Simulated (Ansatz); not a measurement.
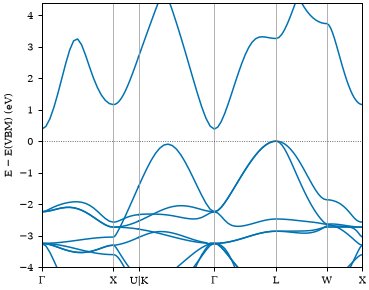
Figure. Band structure from the program Ansatz at the LDA level (PAW)

Problem. Read off the gap and where the band edges lie.

Solution. About 0.4 eV (0.38 eV by a search for the band edges); maximum at L, minimum at Γ.

The material is AgBr (rock salt, Fm-3m).

The LDA relaxation kept the symmetry of its start; phonons on a q-mesh show no instability. No spin polarisation was allowed. Scalar-relativistic: spin–orbit coupling is off unless named, which matters more the heavier the elements.

Potentials: the later of the program's two PAW sets.
